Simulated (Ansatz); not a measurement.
CH$_{4}$OZn (SMILES C[O][ZnH])

Input file:

```
crystal:
  periodic: [false, false, false]
  atoms:
    - {symbol: C, position_ang: [-0.759495, -1.522950, -1.230868]}
    - {symbol: O, position_ang: [-1.492807, -0.412952, -1.642289]}
    - {symbol: Zn, position_ang: [-3.172842, -0.282763, -2.159408]}
    - {symbol: H, position_ang: [-1.173317, -2.016356, -0.324975]}
    - {symbol: H, position_ang: [-0.669979, -2.308692, -2.011856]}
    - {symbol: H, position_ang: [0.273230, -1.214887, -0.976089]}
    - {symbol: H, position_ang: [-4.581396, -0.022003, -2.619305]}
basis:
  gaussian:
    orbitals: def2-TZVPD
hamiltonian:
  xc: pbe0
output:
  forces: true
  orbitals: {seedname: orbitals}
```

Command:

```sh
ansatz run input.yaml --threads 1 --pin off --max-ram 2610MiB --events-out events.jsonl --progress --plain --runs-dir runs
```

Geometry: r2SCAN-D4/def2-SVP.

All numbers below come from isolated molecule in a Gaussian basis; Kohn-Sham density functional theory, functional PBE0 in Ansatz 0.2.0.

Predict the electron density and electron localisation function between the atoms.

Answer. C–O (1.39 Å): ρ is about 2.1 e/Å³ halfway, with its minimum of 1.8 e/Å³ about 0.5 Å from C; the ELF peaks at about 0.85 between the atoms: a polar covalent bond.
Zn–O (1.76 Å): ρ is about 0.92 e/Å³ halfway; the ELF peaks at about 0.85 in the valence shell of O, 0.6 Å from its nucleus, and is about 0.20 at the midpoint.
C–H (1.11 Å): ρ at the midpoint is about 2 e/Å³; the ELF climbs to about 1 towards the hydrogen, as it does in any bond to H: a covalent bond by its length.
Zn–H (1.50 Å): the density is about 1.3 e/Å³ at the midpoint; the ELF climbs to about 1 towards the hydrogen.

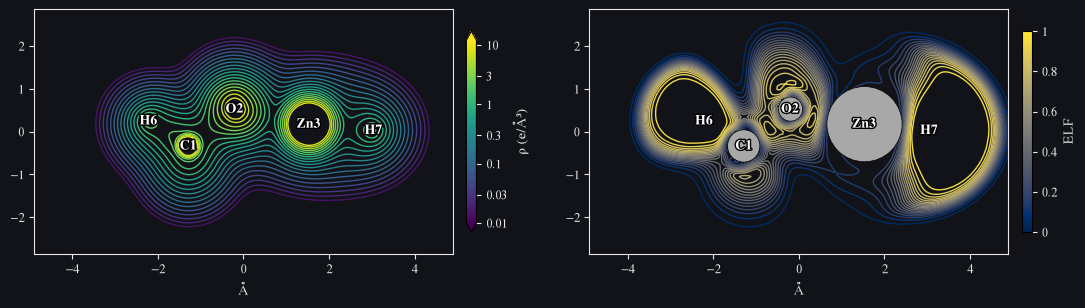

Computed electron density and electron localisation function on the plane of atoms O2, C1 and H6, in this order. Grey discs cover the atomic cores in the ELF map. 
